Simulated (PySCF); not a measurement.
# BNH2Cl2 (SMILES NB(Cl)Cl) at HF/cc-pVTZ (density fitting)

What is the vertical ionisation energy of BNH2Cl2 at HF/cc-pVTZ (density fitting)? Input form: a Python script.

The calculation is run with PySCF 2.14.0.

2 further runs of the same task are left out: 2 set aside as unsound or not needed.

## 1. The system as given

BNH2Cl2: 6 atoms, total charge 0, spin state singlet. As SMILES, `NB(Cl)Cl`. Geometry: relaxed at PBE0-D4/def2-TZVP.

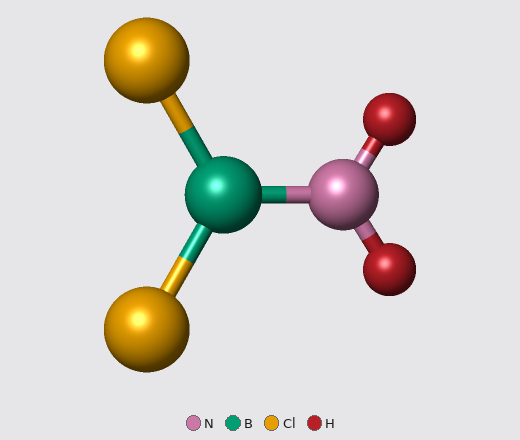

Viewed from a chosen angle; nitrogen pink, boron teal, chlorine amber, hydrogen red.

## 2. The energy at HF/cc-pVTZ (density fitting)

calc.py

```python
# NB(Cl)Cl
from pyscf import gto
from pyscf import df

mol = gto.M(
    atom='''
N      0.906124     1.015728     0.667451
B     -0.621720    -0.756835    -0.499644
Cl    -3.851640    -0.123777    -0.992106
Cl     0.647987    -3.664368    -1.504789
H      2.755788     0.715639     0.977555
H      0.243208     2.692860     1.263849
''',
    verbose=4,
    basis='cc-pvtz',
    charge=0,
    max_memory=1860,
    spin=0,
    unit='bohr',
)

mf = mol.RHF()
mf = mf.density_fit(auxbasis=df.aug_etb(mol, beta=2.0))
mf.conv_tol = 1e-10
mf.kernel()
if not mf.converged:
    mf = mf.newton().run(mf.mo_coeff, mf.mo_occ)

energy = mf.e_tot
print(f'total energy: {energy:.8f} hartree')
```

The run is started by

```console
OMP_NUM_THREADS=1 python calc.py
```

Output:

```text
PySCF version 2.14.0

[... 81 lines left out ...]
converged SCF energy = -999.510194561402
total energy: -999.51019456 hartree
```

It took 3.9 s on 1 thread of Arm Neoverse V2, shared host; peak memory 0.27 GiB.

## 3. The doublet cation at the same level

run.py

```python
from pyscf import gto, scf
from pyscf import df

system = gto.M(
    atom='''
N        0.479500       0.537500       0.353200
B       -0.329000      -0.400500      -0.264400
Cl      -2.038200      -0.065500      -0.525000
Cl       0.342900      -1.939100      -0.796300
H        1.458300       0.378700       0.517300
H        0.128700       1.425000       0.668800
''',
    basis='cc-pvtz',
    spin=1,
    max_memory=1860,
    charge=1,
    verbose=3,
)

hf = scf.UHF(system)
hf = hf.density_fit(auxbasis=df.aug_etb(system, beta=2.0))
hf.conv_tol = 1e-10
hf.kernel()
if not hf.converged:
    hf = hf.newton().run(hf.mo_coeff, hf.mo_occ)

e_tot = hf.e_tot
print('E = %.10f Eh' % e_tot)
```

The run is started by

```console
OMP_NUM_THREADS=1 python run.py
```

Output:

```text
converged SCF energy = -999.146484895021  <S^2> = 0.76441361  2S+1 = 2.014362
E = -999.1464848950 Eh
```

It took 10 s on 1 thread of Arm Neoverse V2, shared host; peak memory 0.26 GiB.

## 4. Summary of results

At HF/cc-pVTZ (density fitting):

| quantity | value |
| --- | --- |
| singlet BNH2Cl2: total energy | -999.51019 Eh |
| singlet BNH2Cl2: dipole moment | 2.84 D |
| singlet BNH2Cl2: HOMO energy | -11.94 eV |
| singlet BNH2Cl2: LUMO energy | 3.65 eV |
| singlet BNH2Cl2: HOMO–LUMO gap | 15.59 eV |
| doublet cation: total energy | -999.14648 Eh |
| doublet cation: HOMO energy (highest over α and β) | -17.47 eV |
| doublet cation: LUMO energy (lowest over α and β) | -8.14 eV |
| doublet cation: ⟨S²⟩ | 0.764 |
| vertical ionisation energy (to the doublet cation) | 9.897 eV |

**Reading.** Removing an electron at fixed nuclei costs 9.90 eV (228 kcal/mol). The negative HOMO energy of the first species, 11.94 eV, lies 2.05 eV above that difference. Mulliken charges (singlet BNH2Cl2) run from -0.26 on N1 to +0.21 on B2; they depend strongly on the basis.
